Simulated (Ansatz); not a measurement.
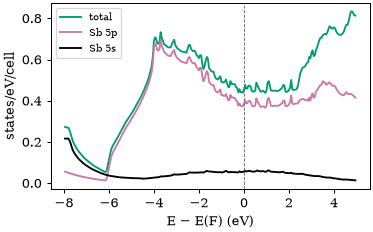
*Total and projected density of states of Sb (simple cubic, space group No. 221), DFT-r²SCAN+D4 in the program Ansatz with PAW potentials*

Problem. Which orbitals carry the states next to the Fermi level?

Solution. Within 0.5 eV of the Fermi level: Sb 5p 85 %, Sb 5s 12 %. Projections are on Löwdin-orthogonalised atomic valence shells; empty p or d shells of many metals are not among them.

Problem. Where is the tallest occupied peak in this window, and what makes it?

Solution. Near -3.7 eV, about 0.73 states/eV per cell; the largest projected share is Sb 5p.

Space group Pm-3m (simple cubic). The workflow started from a Materials Project entry (that database holds measured and hypothetical structures alike); the Crystallography Open Database files this formula in space group No. 221, but the cells were not matched. It is not the phase usual at ambient conditions (space group No. 166). The r²SCAN+D4 relaxation kept the symmetry of its start; whether a distortion lowers the energy is not shown. Spin–orbit coupling is left out wherever it is not named.

Potentials: the later of the program's two PAW sets.
